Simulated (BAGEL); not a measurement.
**CH4OSi (SMILES CO[SiH]) at HF/aug-cc-pVDZ (density fitting with qzvpp-jkfit)**

What is the energy change on altering one bond length of CH4OSi at HF/aug-cc-pVDZ (density fitting with qzvpp-jkfit)? 

The calculation is run with BAGEL 1.2.2.

1 further run of the same task is left out (set aside as unsound or not needed).

## Step 1: Starting point

CH4OSi has 7 atoms, charge 0, and is taken as a singlet. As SMILES, `CO[SiH]`. Geometry: relaxed at PBE0-D4/def2-TZVP. This is one conformer, not always the lowest.

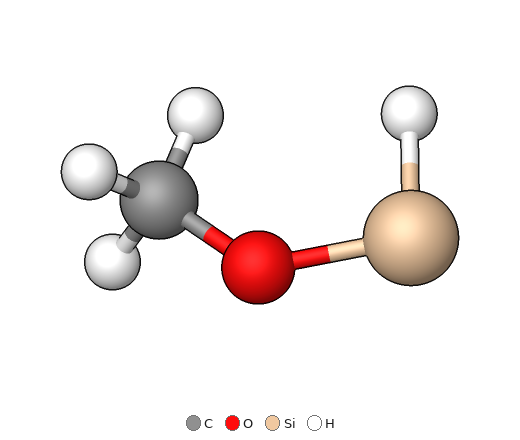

Viewed from a chosen angle; carbon grey, oxygen red, silicon light orange, hydrogen white.

## Step 2: The energy at HF/aug-cc-pVDZ (density fitting with qzvpp-jkfit)

The input, job.json:

```json
{ "bagel" : [

{
  "title" : "molecule",
  "basis" : "aug-cc-pvdz.json",
  "df_basis" : "qzvpp-jkfit",
  "angstrom" : true,
  "geometry" : [
    { "atom" : "C", "xyz" : [      -0.512400,       0.485500,      -0.338500 ] },
    { "atom" : "O", "xyz" : [      -0.443200,      -0.446500,       0.717600 ] },
    { "atom" : "Si", "xyz" : [       0.796900,      -1.387300,       1.229900 ] },
    { "atom" : "H", "xyz" : [      -1.296400,       0.180800,      -1.035500 ] },
    { "atom" : "H", "xyz" : [       0.443800,       0.547500,      -0.868700 ] },
    { "atom" : "H", "xyz" : [      -0.769300,       1.467500,       0.065400 ] },
    { "atom" : "H", "xyz" : [       1.841700,      -0.915600,       0.184100 ] }
  ]
},

{
  "title" : "hf"
},

{
  "title" : "print",
  "file" : "orbitals.molden",
  "orbitals" : true
}

]}
```

The basis set aug-cc-pVDZ is read from a file made from the Basis Set Exchange's data (not shown).

Run with:

```bash
$ BAGEL_NUM_THREADS=1 BAGEL job.json > job.out
```

Output:

```text
* using 1 threads per process

  ===============================================================
  ===============================================================

  *** Geometry ***

  { "atom" : "C", "xyz" : [     -0.968296,      0.917462,     -0.639672 ] },
  { "atom" : "O", "xyz" : [     -0.837527,     -0.843763,      1.356067 ] },
  { "atom" : "Si", "xyz" : [      1.505923,     -2.621617,      2.324174 ] },
  { "atom" : "H", "xyz" : [     -2.449841,      0.341662,     -1.956811 ] },
  { "atom" : "H", "xyz" : [      0.838660,      1.034625,     -1.641605 ] },
  { "atom" : "H", "xyz" : [     -1.453766,      2.773173,      0.123588 ] },
  { "atom" : "H", "xyz" : [      3.480309,     -1.730233,      0.347899 ] },

  Number of auxiliary basis functions:      352

  Since a DF basis is specified, we compute 2- and 3-index integrals:
    o Being stored without compression. Storage requirement is 0.033 GB

  Number of basis functions:      109
  Number of electrons      :       32

    * METHOD: MOLECULE                             0.12

  *** RHF ***

  === Nuclear Repulsion ===
   101.0699044784

      * DIIS with orbital gradients will be used.

  === RHF iteration (aug-cc-pvdz.json) ===
      0       -403.66632711          0.02138236           0.03
      1       -403.83267319          0.01793118           0.03
      2       -403.97328206          0.00246408           0.03
      3       -403.97742738          0.00117435           0.03
      4       -403.97834358          0.00019148           0.04
      5       -403.97838723          0.00004192           0.04
      6       -403.97838988          0.00001046           0.04
      7       -403.97839007          0.00000347           0.04
      8       -403.97839008          0.00000084           0.03
      9       -403.97839008          0.00000031           0.04
     10       -403.97839008          0.00000011           0.03
     11       -403.97839008          0.00000003           0.03
     12       -403.97839008          0.00000001           0.03
    * SCF iteration converged.

    * Permanent dipole moment:
           (   -0.051877,    -0.435387,     0.533222) a.u.

    * METHOD: HF                                   0.57

    * METHOD: PRINT                                0.02

  ===============================================================
```

It took 0.88 s on 1 thread of Arm Neoverse V2, shared host; peak memory 0.11 GiB.

## Step 3: The distorted shape

The input, hf.json:

```json
{ "bagel" : [

{
  "title" : "molecule",
  "basis" : "aug-cc-pvdz.json",
  "df_basis" : "qzvpp-jkfit",
  "angstrom" : true,
  "geometry" : [
    { "atom" : "C", "xyz" : [   -0.990525,    0.454498,   -0.073386 ] },
    { "atom" : "O", "xyz" : [   -0.921325,   -0.477502,    0.982714 ] },
    { "atom" : "Si", "xyz" : [    0.318775,   -1.418302,    1.495014 ] },
    { "atom" : "H", "xyz" : [   -1.774525,    0.149798,   -0.770386 ] },
    { "atom" : "H", "xyz" : [    0.443800,    0.547500,   -0.868700 ] },
    { "atom" : "H", "xyz" : [   -1.247425,    1.436498,    0.330514 ] },
    { "atom" : "H", "xyz" : [    1.363575,   -0.946602,    0.449214 ] }
  ]
},
{
  "title" : "hf"
},
{
  "title" : "print",
  "file" : "orbitals.molden",
  "orbitals" : true
}

]}
```

The basis set aug-cc-pVDZ is read from a file made from the Basis Set Exchange's data (not shown).

Run with:

```bash
$ BAGEL_NUM_THREADS=1 BAGEL hf.json > hf.out
```

Output:

```text
* using 1 threads per process

  ===============================================================
  ===============================================================

  *** Geometry ***

  { "atom" : "C", "xyz" : [     -1.871821,      0.858877,     -0.138679 ] },
  { "atom" : "O", "xyz" : [     -1.741052,     -0.902348,      1.857060 ] },
  { "atom" : "Si", "xyz" : [      0.602397,     -2.680202,      2.825167 ] },
  { "atom" : "H", "xyz" : [     -3.353366,      0.283077,     -1.455819 ] },
  { "atom" : "H", "xyz" : [      0.838660,      1.034625,     -1.641605 ] },
  { "atom" : "H", "xyz" : [     -2.357292,      2.714588,      0.624581 ] },
  { "atom" : "H", "xyz" : [      2.576783,     -1.788819,      0.848891 ] },

  Number of auxiliary basis functions:      352

  Since a DF basis is specified, we compute 2- and 3-index integrals:
    o Being stored without compression. Storage requirement is 0.033 GB

  Number of basis functions:      109
  Number of electrons      :       32

    * METHOD: MOLECULE                             0.12

  *** RHF ***

  === Nuclear Repulsion ===
    99.4586305544

      * DIIS with orbital gradients will be used.

  === RHF iteration (aug-cc-pvdz.json) ===
      0       -403.55846654          0.02084264           0.03
      1       -403.70130784          0.02036161           0.03
      2       -403.88720547          0.00291393           0.03
      3       -403.89370867          0.00127599           0.03
      4       -403.89503199          0.00031654           0.03
      5       -403.89516006          0.00007834           0.03
      6       -403.89516996          0.00002130           0.03
      7       -403.89517068          0.00000655           0.03
      8       -403.89517074          0.00000189           0.03
      9       -403.89517075          0.00000070           0.03
     10       -403.89517075          0.00000024           0.03
     11       -403.89517075          0.00000007           0.03
     12       -403.89517075          0.00000002           0.03
     13       -403.89517075          0.00000001           0.03
    * SCF iteration converged.

    * Permanent dipole moment:
           (    0.112586,    -0.349486,     0.353639) a.u.

    * METHOD: HF                                   0.59

    * METHOD: PRINT                                0.02

  ===============================================================
```

Wall time 0.9 s (1 thread of Arm Neoverse V2, shared host); peak memory 0.11 GiB.

## Step 4: Summary of results

Level: HF/aug-cc-pVDZ (density fitting with qzvpp-jkfit).

```
                                                         quantity          value
                                        first shape: total energy  -403.97839 Eh
                                       first shape: dipole moment         1.75 D
                                         first shape: HOMO energy       -9.01 eV
                                         first shape: LUMO energy        0.65 eV
                                       first shape: HOMO–LUMO gap        9.66 eV
                                    distorted shape: total energy  -403.89517 Eh
                                   distorted shape: dipole moment         1.30 D
                                     distorted shape: HOMO energy       -9.03 eV
                                     distorted shape: LUMO energy        0.60 eV
                                   distorted shape: HOMO–LUMO gap        9.63 eV
energy change with the C1–H5 bond stretched from 1.095 to 1.643 Å       2.265 eV
```

In words: One bond (distorted shape) is far stretched, which a spin-restricted single reference describes badly; a broken-symmetry solution may lie lower. With the C1–H5 bond stretched from 1.095 to 1.643 Å the energy rises by 2.26 eV (218 kJ/mol). The first shape isn't relaxed at this level, so the change isn't measured from a minimum. A restricted reference can't describe the breaking bond well at this length.
